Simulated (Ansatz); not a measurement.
# A computed series for SiC: response to strain

Base system: SiC (space group P6_3mc, No. 186; a = 3.094 Å, c = 10.129 Å).

Strains are applied to the cell and any free atomic positions relax.

Level of theory: PBE (Ansatz, a program for electronic structure), scalar-relativistic without spin-orbit coupling.

Notes on the quantities. energy relative to the base: free energy F.

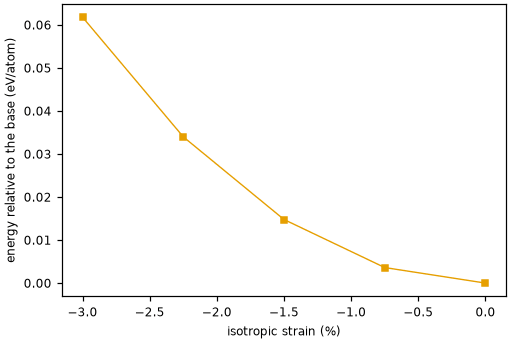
Energy relative to the base against isotropic strain

```
isotropic strain (%)  energy relative to the base
--------------------  ---------------------------
-3                                   +62 meV/atom
-2.25                                +34 meV/atom
-1.5                                 +15 meV/atom
-0.75                               +3.6 meV/atom
```

Stability against distortions was not tested.
